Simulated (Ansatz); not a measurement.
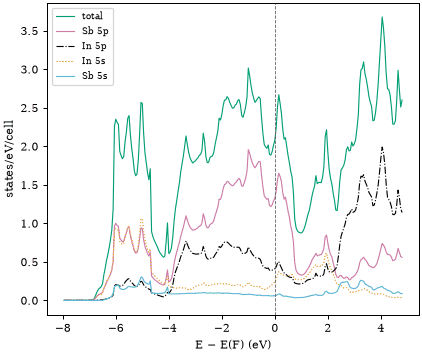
Figure: Total and projected density of states of InSb (NiAs type, P6_3/mmc), PBEsol in the plane-wave PAW code Ansatz

**Question.** Which orbitals carry the states next to the Fermi level?

**Answer.** Within 0.5 eV of the Fermi level: Sb 5p 64 %, In 5p 19 %, In 5s 12 %. Projections are on Löwdin-orthogonalised atomic valence shells; empty p or d shells of many metals are not among them.

**Question.** Where is the tallest occupied peak in this window, and what makes it?

**Answer.** Near -1.0 eV, about 3.0 states/eV per cell; the largest projected share is Sb 5p.

The start of the workflow was typed in or built on a structure type; neither database checked (COD, Materials Project) lists it. It is not the phase usual at ambient conditions (space group No. 216). The cell was relaxed with PBEsol under the symmetry of its start; of distortions, only those at the zone centre were tested. Scalar-relativistic: spin–orbit coupling is off unless named, which matters more the heavier the elements.

Potentials: the later of the program's two PAW sets.
